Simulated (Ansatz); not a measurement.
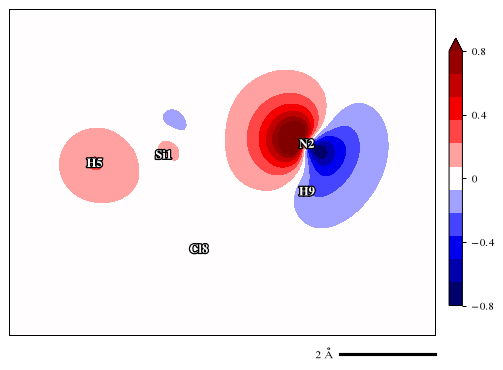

The picture shows: ClH3Si···NH3. The HOMO on the plane of atoms H5, Si1 and Cl8 (values in Å⁻³ᐟ²; the overall sign is arbitrary).

Not at a stationary point (largest force 0.7 eV/Å).

The calculation used RKS B3LYP-D4/cc-pVDZ in Ansatz 0.2.0.

Input

```
crystal:
  periodic: [false, false, false]
  atoms:
    - { symbol: Si, position_ang: [0.0, 0.0, 0.0] }
    - { symbol: "N", position_ang: [0.0, 0.0, 2.17] }
    - { symbol: H, position_ang: [-0.877, -0.2713, 2.7] }
    - { symbol: H, position_ang: [0.877, 0.2713, 2.7] }
    - { symbol: H, position_ang: [1.3768, 0.0, -0.4862] }
    - { symbol: H, position_ang: [-0.6877, 1.1914, -0.4862] }
    - { symbol: H, position_ang: [-0.6877, -1.1914, -0.4862] }
    - { symbol: Cl, position_ang: [1.2683, -1.9259, 0.7662] }
    - { symbol: H, position_ang: [0.6875, -1.044, 1.9357] }
basis:
  gaussian: { orbitals: cc-pVDZ }
hamiltonian:
  xc: b3lyp
  dispersion: d4
relax:
  f_tol: 0.15
  max_steps: 25
  restrain:
    - { distance: [0, 7], at: 2.13, k: 30.0 }
    - { distance: [8, 1], at: 1.06, k: 30.0 }
    - { distance: [0, 1], at: 3.02, k: 30.0 }
    - { distance: [8, 7], at: 2.57, k: 30.0 }
output:
  orbitals: {}
```

Launched as:

```sh
ansatz run input.yaml --threads 1 --pin off --max-ram 2048MiB --backend cpu --events-out ev --progress --plain --runs-dir out
```

The fields are those of the run's last geometry, not of the input's.

> Where does this orbital lie, and at what energy?

It lies mainly on N2 (about 70 %); largely a lone pair of N2. Its energy is −7.40 eV.
